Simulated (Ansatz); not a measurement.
# C2H3Cl2F (SMILES CC(F)(Cl)Cl) at RPA@PBE/6-31G(d) (spherical functions)

What is the vertical ionisation energy of C2H3Cl2F at RPA@PBE/6-31G* (spherical functions)? 

The results are computed with Ansatz 0.2.0.

## 1. The system as given

C2H3Cl2F: 8 atoms, total charge 0, spin state singlet. As SMILES, `CC(F)(Cl)Cl`. Geometry: relaxed at PBE0-D4/def2-TZVP.

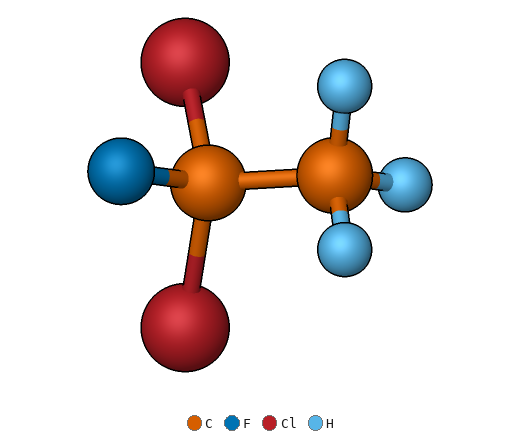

The structure, seen from a chosen angle (carbon orange, fluorine blue, chlorine red, hydrogen blue).

## 2. A single-point energy at RPA@PBE/6-31G(d) (spherical functions)

job.yaml reads:

```yaml
crystal:
  periodic: [false, false, false]
  atoms:
    - {symbol: C, position_ang: [-0.133500, -0.505900, 0.646300]}
    - {symbol: C, position_ang: [0.199400, 0.391300, -0.511300]}
    - {symbol: F, position_ang: [1.523600, 0.643200, -0.537400]}
    - {symbol: Cl, position_ang: [-0.232400, -0.372700, -2.055900]}
    - {symbol: Cl, position_ang: [-0.641100, 1.950200, -0.373000]}
    - {symbol: H, position_ang: [0.163400, -0.011800, 1.572000]}
    - {symbol: H, position_ang: [0.414900, -1.442000, 0.535900]}
    - {symbol: H, position_ang: [-1.202100, -0.709300, 0.667600]}
basis:
  gaussian:
    orbitals: 6-31G_st_-spherical.json
hamiltonian:
  xc: {name: PBE}
correlation:
  method: rpa
  frozen_orbitals: {C: 1, Cl: 5, F: 1, H: 0}
accuracy: high
```

The basis set 6-31G* is read from a file made from the Basis Set Exchange's data (not shown).

On the command line:

```console
$ ansatz run job.yaml --threads 1 --pin off --max-ram 3480MiB --events-out events.jsonl --progress --plain --runs-dir runs
```

Log:

```text
Warning: RAYON_NUM_THREADS=1 ignored (pool sized by the plan → 1); use --threads N
Functional definition: PBE
  name "PBE"
  parameter kappa = 0.804
  parameter beta = 0.06672455060314922
  exchange = pbe_x(kappa = kappa, mu = beta*pi^2/3)
  correlation = pbe_c(beta = beta)
1944 factors; integrals over basis functions are off by at most 3.8e-9 eV
mean field evaluation 1: about -29864.1472 eV, gradient 4.3e1 eV
mean field evaluation 2: about -29864.1333 eV, gradient 4.3e1 eV
mean field evaluation 4: about -29868.0846 eV, gradient 7.3e0 eV
mean field evaluation 8: about -29868.2002 eV, gradient 2.0e-1 eV
mean field evaluation 16: about -29868.2003 eV, gradient 3.0e-6 eV
mean field -29868.20031729 eV, -1097.6361162670 hartree, gradient 8.0e-8 eV, S^2 0.000000; 0 other end points of the search recorded, 0 dependent functions left out
13 core orbitals not correlated: weight in the atoms' cores, before any rotation towards them, 1.000 or more for the frozen orbitals, at most 0.000 for the correlated occupied ones
reference -29819.03050278 eV, -1095.8291589122 hartree; 16, 16 occupied and 55, 55 virtual orbitals, 1944 factors
Total energy: -29848.28430929 eV, -1096.9042164725 hartree
```

It took 11 s on 1 thread of Arm Neoverse V2, shared host; peak memory 0.3 GiB.

## 3. The doublet cation, same level

run.yaml reads:

```yaml
crystal:
  periodic: [false, false, false]
  atoms:
    - {symbol: C, position_ang: [-0.133500, -0.505900, 0.646300]}
    - {symbol: C, position_ang: [0.199400, 0.391300, -0.511300]}
    - {symbol: F, position_ang: [1.523600, 0.643200, -0.537400]}
    - {symbol: Cl, position_ang: [-0.232400, -0.372700, -2.055900]}
    - {symbol: Cl, position_ang: [-0.641100, 1.950200, -0.373000]}
    - {symbol: H, position_ang: [0.163400, -0.011800, 1.572000]}
    - {symbol: H, position_ang: [0.414900, -1.442000, 0.535900]}
    - {symbol: H, position_ang: [-1.202100, -0.709300, 0.667600]}
basis:
  gaussian:
    orbitals: 6-31G_st_-spherical.json
total_charge: 1
magnetization:
  spin_polarized: true
  initial_magnetization: 1
hamiltonian:
  xc: pbe
correlation:
  method: rpa
  frozen_orbitals: {C: 1, Cl: 5, F: 1, H: 0}
accuracy: high
```

The basis set 6-31G* is read from a file made from the Basis Set Exchange's data (not shown).

On the command line:

```console
$ ansatz run run.yaml --threads 1 --pin off --max-ram 3480MiB --events-out events.jsonl --progress --plain --runs-dir runs
```

Log, cut to the lines that bear on the results:

```text
Warning: RAYON_NUM_THREADS=1 ignored (pool sized by the plan → 1); use --threads N
Functional definition: PBE
  name "PBE"
[...]
1945 factors; integrals over basis functions are off by at most 3.9e-9 eV
[...]
mean field -29857.48124794 eV, -1097.2421977342 hartree, gradient 2.5e-8 eV, S^2 0.751424; 12 other end points of the search recorded, 0 dependent functions left out
13 core orbitals not correlated: weight in the atoms' cores, before any rotation towards them, 1.000 or more for the frozen orbitals, at most 0.000 for the correlated occupied ones
reference -29807.33334454 eV, -1095.3992962757 hartree; 16, 15 occupied and 55, 56 virtual orbitals, 1945 factors
Total energy: -29837.64368866 eV, -1096.5131808769 hartree
```

Run time: 42 s. Hardware: 1 thread of Arm Neoverse V2, shared host; peak memory 0.42 GiB.

## 4. Results

Level: RPA@PBE/6-31G* (spherical functions), 13 core orbitals frozen.

```
                                          quantity           value
                    singlet C2H3Cl2F: total energy  -1096.90422 Eh
singlet C2H3Cl2F: RPA correlation energy (valence)     -1075.1 mEh
                      doublet cation: total energy  -1096.51318 Eh
  doublet cation: RPA correlation energy (valence)     -1113.9 mEh
 doublet cation: ⟨S²⟩ of the reference determinant           0.751
vertical ionisation energy (to the doublet cation)       10.641 eV
```

The vertical ionisation energy comes to 10.64 eV (1027 kJ/mol).
